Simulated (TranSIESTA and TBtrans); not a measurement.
System: Au chain with one Ti atom in place of Au. Leads: straight Au chain, spacing 2.55 Å. Geometry: 3 atoms about the centre moved by SIESTA (PBE, DZP) to a largest force of 0.03 eV/Å, all others as built, motion along the axis alone.

TranSIESTA and TBtrans, PBE, DZP numerical orbitals (energy shift 0.15 eV), PseudoDojo norm-conserving scalar-relativistic potentials, mesh cutoff 200 Ry, 300 K, spin-polarised (collinear), no spin-orbit coupling; self-consistent non-equilibrium Green functions.

Energies count from the leads' Fermi level. Transmissions are for each spin. The energy step is 0.01 eV; narrower resonances are cut or missed.

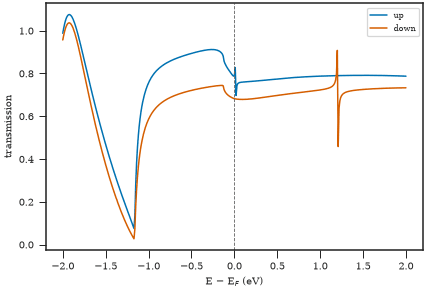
Figure. Transmission against energy

```
E (eV)  T up  T down  lead channels up       down
------  ----  ------  ----------------  ---------
-2.00   0.99    0.96                 3          3
-1.80   0.95    0.89                 3          3
-1.60   0.61    0.53                 3          3
-1.40   0.34    0.24                 3          3
-1.20   0.11   0.048         band edge  band edge
-1.00   0.76    0.59         band edge  band edge
-0.80   0.85    0.68         band edge  band edge
-0.60   0.88    0.71                 4          4
-0.40   0.90    0.73                 4          4
-0.20   0.91    0.74                 4          4
0.00    0.79    0.68                 1          1
0.20    0.76    0.68                 1          1
0.40    0.77    0.69                 1          1
0.60    0.78    0.70                 1          1
0.80    0.78    0.71                 1          1
1.00    0.79    0.72                 1          1
1.20    0.79    0.91                 1          1
1.40    0.79    0.72                 1          1
1.60    0.79    0.73                 1          1
1.80    0.79    0.73                 1          1
2.00    0.79    0.73                 1          1
```

Moments were seeded on the central atoms alone, and one start was tried. The leads' channel count changes near -0.01 eV, within the thermal window, so values at the Fermi level hang on where that band edge falls. The straight chain is held at its spacing; free chains may zigzag or dimerise. Spin-orbit coupling, left out here, matters for the heavy atoms.
